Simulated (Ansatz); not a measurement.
Run report: B₂SiH₆, geometry relaxation (part 2 of 2)

B₂SiH₆, SMILES B[SiH2]B; RKS B3LYP-D4/cc-pVDZ (Ansatz 0.2.0). It belongs to a series of runs on one base structure; here: start relaxed.

Geometry of the input (Å):
```
B  -1.0466  0.4566  -1.0980
Si 0.4616  0.4808  0.0409
B  0.3614  -1.0711  1.1826
H  -1.3210  -0.4970  -1.6486
H  -1.3368  1.4938  -1.7072
H  0.4825  1.7191  0.8614
H  1.7083  0.4294  -0.7786
H  0.4065  -2.1383  0.7189
H  0.3725  -0.9196  2.4114
```

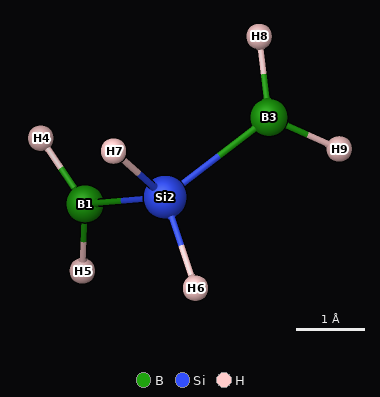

Fig. 1: The geometry at step 9 of the log (ball-and-stick view, seen at a tilt; atoms are numbered from 1 in the order of the input).

**Trajectory as extended XYZ (Å, eV, eV/Å), 17 frames, from step=1 to step=17**
```
9
Properties=species:S:1:pos:R:3:forces:R:3 step=1 energy=-9325.99103
B    -1.0466    0.4566   -1.0980   -0.0330   2.2495  -2.2877
Si    0.4616    0.4808    0.0409    0.9666   0.9284   1.5207
B     0.3614   -1.0711    1.1826    0.6797   0.1093   1.8659
H    -1.3210   -0.4970   -1.6486   -1.0206  -1.7840  -0.5814
H    -1.3368    1.4938   -1.7072   -0.4208  -0.4130   0.6978
H     0.4825    1.7191    0.8614    0.2182   0.3624   0.0588
H     1.7083    0.4294   -0.7786    0.0314  -0.0547  -0.3635
H     0.4065   -2.1383    0.7189   -0.1398  -1.0744  -0.2822
H     0.3725   -0.9196    2.4114   -0.2817  -0.3236  -0.6283
9
Properties=species:S:1:pos:R:3:forces:R:3 step=2 energy=-9326.51499
B    -0.9389    0.4869   -1.2576   -1.1771   0.4669  -0.6517
Si    0.4795    0.5121    0.0941    0.5927   0.3651   0.1908
B     0.4446   -1.0920    1.2294   -0.3096  -0.1405   0.7458
H    -1.4182   -0.5519   -1.6455    0.1183   0.0378  -0.1225
H    -1.4195    1.5304   -1.7070    0.2793  -0.4990   0.1524
H     0.5129    1.7768    0.8798    0.1112   0.2295   0.0012
H     1.6993    0.4377   -0.7835    0.1601   0.0341  -0.0733
H     0.3897   -2.1794    0.7371    0.1296  -0.2743  -0.0248
H     0.3390   -0.9668    2.4359    0.0955  -0.2196  -0.2180
9
Properties=species:S:1:pos:R:3:forces:R:3 step=3 energy=-9326.57990
B    -1.0065    0.4815   -1.2386    0.3851   0.0542   0.1492
Si    0.5338    0.5570    0.1188   -0.0325   0.0268  -0.3182
B     0.3829   -1.1147    1.2683    0.2576   0.4242  -0.1035
H    -1.3598   -0.5814   -1.6872   -0.0349   0.0480  -0.0079
H    -1.5108    1.4967   -1.6441   -0.1146  -0.0129  -0.0125
H     0.6268    1.9171    0.7940    0.0004  -0.3968  -0.0450
H     1.7626    0.4422   -0.7995   -0.3444  -0.0458   0.2545
H     0.4178   -2.1835    0.7088   -0.0220   0.0137   0.0557
H     0.2417   -1.0611    2.4624   -0.0947  -0.1114   0.0276
9
Properties=species:S:1:pos:R:3:forces:R:3 step=4 energy=-9326.62623
B    -0.9902    0.4951   -1.2312   -0.0870   0.0838  -0.0739
Si    0.5498    0.5544    0.0790   -0.0122   0.0159   0.0325
B     0.3800   -1.0681    1.2614    0.0086   0.0289   0.0156
H    -1.2404   -0.5505   -1.7814    0.0062   0.0435  -0.0095
H    -1.6587    1.4643   -1.5135    0.0523  -0.1054   0.0536
H     0.6918    1.8616    0.8032    0.0275  -0.0304  -0.0468
H     1.7504    0.3636   -0.8193   -0.0105   0.0017   0.0376
H     0.4573   -2.1524    0.7401    0.0199  -0.0333   0.0260
H     0.1483   -1.0143    2.4444   -0.0049  -0.0047  -0.0351
9
Properties=species:S:1:pos:R:3:forces:R:3 step=5 energy=-9326.63861
B    -0.9936    0.5008   -1.2266   -0.0647   0.0052  -0.0001
Si    0.5810    0.5383    0.0442    0.0090   0.0204  -0.0067
B     0.3702   -1.0566    1.2592   -0.0367  -0.0364   0.0251
H    -1.1823   -0.4859   -1.8936    0.0228  -0.0017  -0.0172
H    -1.7655    1.4193   -1.3505    0.0195  -0.0067   0.0261
H     0.7402    1.8413    0.7701    0.0175  -0.0120  -0.0320
H     1.7821    0.3236   -0.8427    0.0038   0.0056   0.0339
H     0.5365   -2.1644    0.8132    0.0214  -0.0010  -0.0127
H     0.0198   -0.9627    2.4095    0.0073   0.0267  -0.0163
9
Properties=species:S:1:pos:R:3:forces:R:3 step=6 energy=-9326.63817 accepted=F
B    -1.0012    0.5026   -1.2172   -0.2619   0.0388  -0.1501
Si    0.6103    0.5224    0.0101    0.0136   0.0185  -0.0312
B     0.3558   -1.0457    1.2556   -0.0640  -0.1729   0.1606
H    -1.1202   -0.4210   -2.0048   -0.0104   0.2612   0.1825
H    -1.8655    1.3681   -1.1872    0.2772  -0.3202  -0.0155
H     0.7865    1.8236    0.7340    0.0005  -0.0004  -0.0062
H     1.8160    0.2864   -0.8608   -0.0023   0.0000   0.0237
H     0.6036   -2.1727    0.8774   -0.0380   0.1897   0.0497
H    -0.0969   -0.9100    2.3756    0.0852  -0.0145  -0.2135
9
Properties=species:S:1:pos:R:3:forces:R:3 step=7 energy=-9326.63893
B    -1.0142    0.4992   -1.2196    0.0461   0.0631  -0.1816
Si    0.5820    0.5240    0.0291    0.0120  -0.0020  -0.0442
B     0.3564   -1.0589    1.2599    0.0849  -0.0448   0.1088
H    -1.1561   -0.4360   -1.9751   -0.0162   0.0600   0.1032
H    -1.8169    1.4019   -1.2732    0.0217  -0.1040   0.0653
H     0.7715    1.8334    0.7319   -0.0549   0.0014   0.0517
H     1.8012    0.3019   -0.8261   -0.0173  -0.0456  -0.0403
H     0.5896   -2.1750    0.8567   -0.0520   0.0837  -0.0029
H    -0.0251   -0.9368    2.3993   -0.0244  -0.0118  -0.0600
9
Properties=species:S:1:pos:R:3:forces:R:3 step=8 energy=-9326.64650
B    -0.9994    0.4940   -1.2140   -0.0412   0.0525  -0.0511
Si    0.6094    0.5283    0.0129    0.0028   0.0004  -0.0162
B     0.3487   -1.0440    1.2511    0.0214  -0.0267   0.0511
H    -1.1287   -0.4214   -1.9903   -0.0005   0.0242   0.0224
H    -1.8516    1.3508   -1.1946    0.0414  -0.0716   0.0239
H     0.7819    1.8328    0.7300   -0.0071   0.0065   0.0065
H     1.8241    0.2892   -0.8423    0.0053  -0.0109  -0.0035
H     0.5755   -2.1611    0.8554   -0.0139   0.0214  -0.0046
H    -0.0715   -0.9149    2.3746   -0.0081   0.0043  -0.0285
9
Properties=species:S:1:pos:R:3:forces:R:3 step=9 energy=-9326.64614 accepted=F
B    -0.9942    0.4891   -1.2068   -0.2424   0.0878  -0.0129
Si    0.6374    0.5247   -0.0093    0.0438   0.0014   0.0042
B     0.3482   -1.0302    1.2489   -0.1670  -0.0273   0.0228
H    -1.0908   -0.3802   -2.0461   -0.0137   0.1370   0.0827
H    -1.9103    1.2857   -1.0774    0.2615  -0.2461  -0.0531
H     0.8077    1.8302    0.7072    0.0002   0.0111  -0.0001
H     1.8570    0.2702   -0.8512   -0.0018   0.0061  -0.0033
H     0.5776   -2.1546    0.8738    0.0345   0.0387   0.0364
H    -0.1443   -0.8812    2.3438    0.0849  -0.0087  -0.0767
9
Properties=species:S:1:pos:R:3:forces:R:3 step=10 energy=-9326.64901
B    -0.9962    0.4895   -1.2079   -0.0348   0.0481  -0.0251
Si    0.6253    0.5281    0.0016   -0.0036  -0.0065  -0.0090
B     0.3417   -1.0367    1.2464    0.0136  -0.0078   0.0285
H    -1.1119   -0.4004   -2.0140   -0.0003   0.0137   0.0075
H    -1.8762    1.3138   -1.1365    0.0350  -0.0565   0.0151
H     0.7938    1.8328    0.7201    0.0010   0.0019  -0.0020
H     1.8420    0.2804   -0.8474    0.0018  -0.0030   0.0043
H     0.5759   -2.1558    0.8629   -0.0070   0.0065  -0.0019
H    -0.1060   -0.8980    2.3575   -0.0056   0.0038  -0.0175
9
Properties=species:S:1:pos:R:3:forces:R:3 step=11 energy=-9326.65081
B    -0.9939    0.4892   -1.2065   -0.0631   0.0005   0.0071
Si    0.6369    0.5254   -0.0088    0.0166   0.0025  -0.0171
B     0.3387   -1.0312    1.2451   -0.0358  -0.0016   0.0012
H    -1.0974   -0.3755   -2.0431    0.0035   0.0502   0.0164
H    -1.9017    1.2773   -1.0794    0.0632  -0.0601  -0.0096
H     0.8066    1.8319    0.7066   -0.0033   0.0003   0.0043
H     1.8585    0.2716   -0.8481   -0.0017  -0.0033   0.0002
H     0.5788   -2.1535    0.8742    0.0059   0.0132   0.0117
H    -0.1381   -0.8815    2.3428    0.0148  -0.0017  -0.0142
9
Properties=species:S:1:pos:R:3:forces:R:3 step=12 energy=-9326.65094
B    -0.9910    0.4780   -1.1943   -0.1635   0.1372  -0.0289
Si    0.6600    0.5231   -0.0266   -0.0394  -0.0296   0.0305
B     0.3244   -1.0192    1.2390    0.0074   0.0390   0.0143
H    -1.0671   -0.3315   -2.0895   -0.0253   0.0677   0.0647
H    -1.9374    1.2172   -0.9927    0.2062  -0.1960  -0.0455
H     0.8206    1.8288    0.6941    0.0156  -0.0046  -0.0193
H     1.8823    0.2554   -0.8594   -0.0107   0.0136   0.0156
H     0.5774   -2.1441    0.8897   -0.0012  -0.0251   0.0079
H    -0.1809   -0.8541    2.3225    0.0107  -0.0021  -0.0392
9
Properties=species:S:1:pos:R:3:forces:R:3 step=13 energy=-9326.65434
B    -0.9911    0.4824   -1.1977   -0.0188  -0.0011  -0.0180
Si    0.6600    0.5124   -0.0337    0.0142   0.0107  -0.0020
B     0.3245   -1.0176    1.2419   -0.0045  -0.0204   0.0153
H    -1.0663   -0.2864   -2.1236    0.0005   0.0069   0.0029
H    -1.9432    1.1818   -0.9583    0.0038  -0.0062   0.0052
H     0.8252    1.8198    0.6819    0.0001   0.0060   0.0029
H     1.8858    0.2486   -0.8598    0.0050  -0.0026  -0.0037
H     0.5920   -2.1479    0.9186    0.0002   0.0043   0.0030
H    -0.1984   -0.8394    2.3134   -0.0004   0.0024  -0.0057
9
Properties=species:S:1:pos:R:3:forces:R:3 step=14 energy=-9326.65478
B    -0.9916    0.4820   -1.1974    0.0029   0.0007   0.0005
Si    0.6658    0.5081   -0.0397    0.0009   0.0002  -0.0007
B     0.3226   -1.0165    1.2428    0.0005   0.0017  -0.0010
H    -1.0640   -0.2637   -2.1417   -0.0005   0.0018  -0.0025
H    -1.9507    1.1616   -0.9313   -0.0016  -0.0020   0.0031
H     0.8294    1.8165    0.6759   -0.0005  -0.0010  -0.0004
H     1.8927    0.2440   -0.8640   -0.0006  -0.0012  -0.0003
H     0.6021   -2.1478    0.9344    0.0011  -0.0009   0.0018
H    -0.2180   -0.8305    2.3037   -0.0022   0.0008  -0.0005
9
Properties=species:S:1:pos:R:3:forces:R:3 step=15 energy=-9326.65495
B    -0.9936    0.4797   -1.1939    0.0108   0.0164  -0.0384
Si    0.6764    0.4971   -0.0529   -0.0079  -0.0183   0.0167
B     0.3207   -1.0130    1.2451   -0.0086   0.0003  -0.0026
H    -1.0583   -0.2103   -2.1823   -0.0094   0.0181   0.0427
H    -1.9653    1.1196   -0.8750    0.0136  -0.0260  -0.0056
H     0.8374    1.8069    0.6621   -0.0024  -0.0019  -0.0033
H     1.9050    0.2321   -0.8732   -0.0061   0.0013  -0.0033
H     0.6276   -2.1467    0.9708   -0.0032   0.0180   0.0103
H    -0.2615   -0.8116    2.2822    0.0132  -0.0079  -0.0166
9
Properties=species:S:1:pos:R:3:forces:R:3 step=16 energy=-9326.65352 accepted=F
B    -0.9870    0.4912   -1.2005   -0.0800  -0.0953   0.0651
Si    0.6799    0.4970   -0.0551   -0.0347   0.0290  -0.0371
B     0.3117   -1.0126    1.2403    0.0517   0.0090   0.0323
H    -1.0588   -0.2120   -2.1796    0.0063   0.0686   0.0129
H    -1.9696    1.1085   -0.8626    0.0723  -0.0046  -0.0540
H     0.8394    1.8057    0.6625    0.0136  -0.0076   0.0040
H     1.9078    0.2297   -0.8758    0.0026   0.0003   0.0150
H     0.6329   -2.1441    0.9750   -0.0242   0.0070  -0.0042
H    -0.2679   -0.8098    2.2786   -0.0077  -0.0064  -0.0340
9
Properties=species:S:1:pos:R:3:forces:R:3 step=17 energy=-9326.65515
B    -0.9918    0.4824   -1.1953    0.0003   0.0002  -0.0001
Si    0.6759    0.4964   -0.0526    0.0005   0.0001   0.0000
B     0.3199   -1.0130    1.2444   -0.0001   0.0001  -0.0004
H    -1.0601   -0.2105   -2.1793   -0.0004   0.0004   0.0010
H    -1.9641    1.1194   -0.8764    0.0004  -0.0005  -0.0005
H     0.8374    1.8058    0.6627   -0.0002  -0.0004   0.0000
H     1.9035    0.2318   -0.8743   -0.0006   0.0000   0.0000
H     0.6306   -2.1456    0.9732    0.0002   0.0004   0.0006
H    -0.2628   -0.8129    2.2804   -0.0001  -0.0003  -0.0005
```

**Summary**

- outcome: converged
- total energy: −9326.6554 eV
- mean-field energy: −9326.4291 eV
- largest force (length of the vector) at the end: 0.001 eV/Å
- hardware: 1 thread of Arm Neoverse V1, 24 GiB of memory available, shared host
- wall time: 33 s
- peak memory: 0.12 GiB
